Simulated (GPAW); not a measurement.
# TiSi2 (Zhiqinite): optical spectrum from first principles, part 2 of 2

Aim: the dielectric function of TiSi2 (Zhiqinite), and the optical constants that follow from it. The cell comes from an older database entry, whose edges can differ from later determinations, mostly by under a per cent.

GPAW 26.7.0; DFT, LDA, plane-wave PAW (GPAW data sets), scalar-relativistic, RPA, optical limit.

So far. Step 2 (Ground state): There are states at the Fermi level within the smearing, so the occupations stay smeared and the carriers get a Drude term.

The database entry behind the starting cell is an old determination (1939), so it need not match the best structure at ambient conditions.

## 4. Dielectric function, RPA (continued)

The Im ε has structure finer than the step of the table below, so its rows give means over 1 eV, whole bins alone (the curve runs from 0.305 to 14.0 eV). Peaks (eV: height): E ∥ x 1.3: 20.2, 3.0: 21.6, 5.0: 21.4; E ∥ y 1.3: 22.6, 2.2: 21.5, 4.9: 22.5; E ∥ z 3.3: 24.2.

Sum at mesh points, not converged in k. Table of Im ε by photon energy; means over each step:

```tsv
photon energy (eV)	E ∥ x	E ∥ y	E ∥ z
1	19.8	24.7	23.3
2	17.7	19.4	18.5
3	19.1	15.8	19.9
4	19.0	16.1	22.6
5	20.4	20.0	18.3
6	13.7	13.9	12.2
7	6.48	6.31	6.43
8	3.42	3.44	3.25
9	2.12	2.08	1.91
10	1.30	1.33	1.32
11	0.850	1.01	0.973
12	0.582	0.679	0.691
13	0.415	0.504	0.503
```

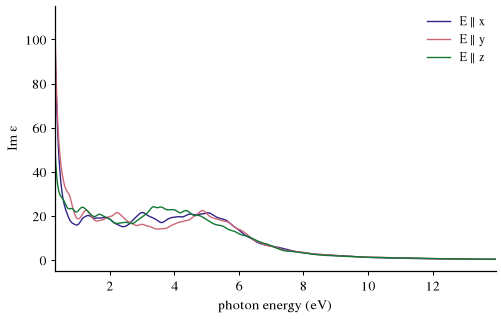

Im ε against photon energy.

Values under 1 per cm are given as 1; sum at mesh points, not converged in k. The absorption coefficient by photon energy:

```tsv
photon energy (eV)	E ∥ x (1/cm)	E ∥ y (1/cm)	E ∥ z (1/cm)
1.01	2.7e5	3.4e5	2.5e5
1.99	5.0e5	5.1e5	4.7e5
3.02	8.3e5	7.5e5	7.0e5
3.98	1.1e6	9.4e5	1.3e6
4.98	1.7e6	1.7e6	1.8e6
6.02	2.3e6	2.2e6	2.1e6
6.99	2.2e6	2.1e6	2.2e6
8.03	2.1e6	2.1e6	2.0e6
9.02	2.0e6	2.0e6	1.9e6
10.03	1.9e6	1.8e6	1.8e6
11.03	1.8e6	1.8e6	1.7e6
12.02	1.7e6	1.7e6	1.7e6
13.00	1.6e6	1.6e6	1.6e6
```

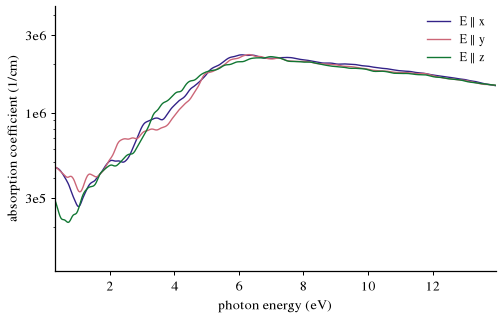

Absorption coefficient, plotted against photon energy.

Sum at mesh points, not converged in k. Table of Im ε, E ∥ x by photon energy; read off at these points:

```tsv
photon energy (eV)	without local fields	with local fields
0.50	34.3	34.3
1.00	16.1	15.9
1.35	20.3	20.2
1.50	19.2	19.1
2.00	18.6	18.7
2.50	15.4	15.4
3.00	21.7	21.5
3.50	17.8	17.8
4.00	19.6	19.4
4.50	20.7	20.8
5.00	21.0	21.3
5.50	18.6	18.7
6.00	13.9	13.7
6.50	8.82	8.69
7.00	6.53	6.42
7.50	4.85	4.84
8.00	3.34	3.33
8.50	2.50	2.52
9.00	2.02	2.07
9.50	1.57	1.69
10.00	1.18	1.27
10.50	0.956	1.03
11.00	0.773	0.850
11.50	0.613	0.697
12.00	0.504	0.570
12.50	0.428	0.495
13.00	0.357	0.413
13.50	0.297	0.345
```

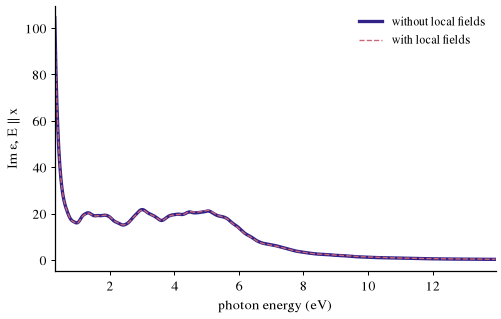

Im ε, E ∥ x, plotted against photon energy.

The reflectivity at normal incidence has structure finer than the step of the table below, so its rows give means over 1 eV, whole bins alone (the curve runs from 0.305 to 14.0 eV). Peaks (eV: height): E ∥ x 11.9: 76.5; E ∥ y 2.3: 51.1, 11.9: 73.6; E ∥ z 8.5: 73.6.

Sum at mesh points, not converged in k. The reflectivity at normal incidence by photon energy; means over each step:

```tsv
photon energy (eV)	E ∥ x (%)	E ∥ y (%)	E ∥ z (%)
1	60.0	63.1	52.3
2	46.6	48.9	47.2
3	48.4	45.9	48.5
4	49.4	45.5	54.1
5	56.4	55.1	58.3
6	65.9	64.1	62.8
7	69.4	69.7	69.8
8	73.0	70.9	72.0
9	72.7	72.0	72.5
10	75.1	72.0	71.8
11	75.6	70.3	70.4
12	76.0	72.1	71.1
13	75.9	70.8	70.7
```

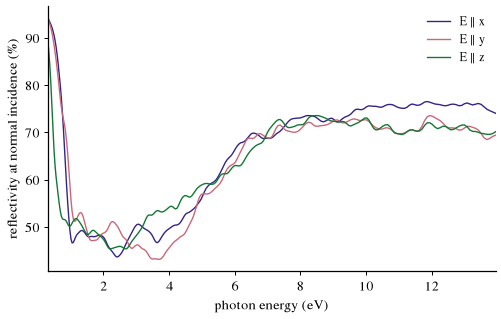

Reflectivity at normal incidence, plotted against photon energy.

Sum at mesh points, not converged in k. Table of loss function −Im 1/ε at q → 0 by energy loss; read off at these points:

```tsv
energy loss (eV)	E ∥ x	E ∥ y	E ∥ z
1	0.0617	0.0510	0.0318
2	0.0454	0.0425	0.0412
3	0.0398	0.0567	0.0355
4	0.0481	0.0533	0.0435
5	0.0466	0.0466	0.0498
6	0.0464	0.0508	0.0564
7	0.0595	0.0601	0.0557
8	0.0641	0.0719	0.0706
9	0.0824	0.0855	0.0884
10	0.0909	0.108	0.107
11	0.116	0.150	0.153
12	0.141	0.161	0.176
13	0.183	0.230	0.229
```

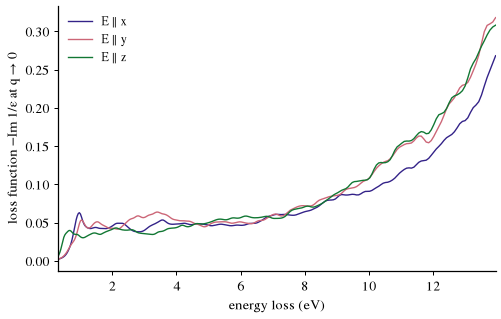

Loss function −Im 1/ε at q → 0, plotted against energy loss.

At chosen wavelengths:

```tsv
wavelength (nm)	n x	k x	R (%) x	1/α x	n y	k y	R (%) y	1/α y
1550	2.12	4.132	68.3	30 nm	2.72	5.021	72.1	25 nm
1064	3.75	2.511	48.0	34 nm	3.58	2.920	51.5	29 nm
633	3.80	2.495	48.1	20 nm	3.89	2.514	48.5	20 nm
532	3.65	2.131	44.2	20 nm	3.61	2.858	50.9	15 nm
450	4.13	2.257	47.4	16 nm	3.23	2.503	46.5	14 nm
405	3.89	2.752	50.6	12 nm	3.25	2.466	46.2	13 nm
365	3.49	2.684	49.0	11 nm	3.12	2.288	43.8	13 nm
```

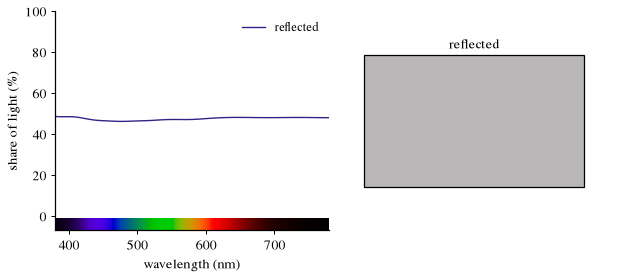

Light reflected across the visible range, with the colour that it makes of daylight (sRGB).

A polished face would reflect 47 % of daylight and look light grey (CIE x = 0.315, y = 0.330 under D65).

## 5. Results

What this shows: At this level (LDA, RPA) TiSi2 is a metal. The mesh is too coarse to trust the carriers' weight, the reflectivity or the colour to better than tens of per cent. A polished face would reflect 47 % of daylight and look light grey (CIE x = 0.315, y = 0.330 under D65). The carriers' damping of 0.05 eV is typed, not computed; it shapes the response at the lowest energies. In this version of GPAW the matrix elements of the optical limit are incomplete, which can lower ε − 1 by up to a tenth where first-row anions or d states rule, and shift it by more in d metals. GPAW's carrier term has the form −ωp²/(ω + i·rate)², which damps like twice the rate and fails at low energy, so the curves leave the lowest energies out. The sum runs over mesh points 0.21 Å⁻¹ apart with no interpolation, so peaks are partly noise of the mesh, and the Drude plasma energy, a sum over the Fermi surface, isn't converged.

[Machine, clock and banner lines and Python warnings are left out of the logs.]

[Logs are printed without paths, hosts, clocks, repeated set-up lines and the standing remarks that a program may print on its own settings, such as how far it seeks lower states.]

[Hosts, paths, dates, database ids (printed as entryN), source tags and the programs' standing remarks are cut or masked in the printed files.]
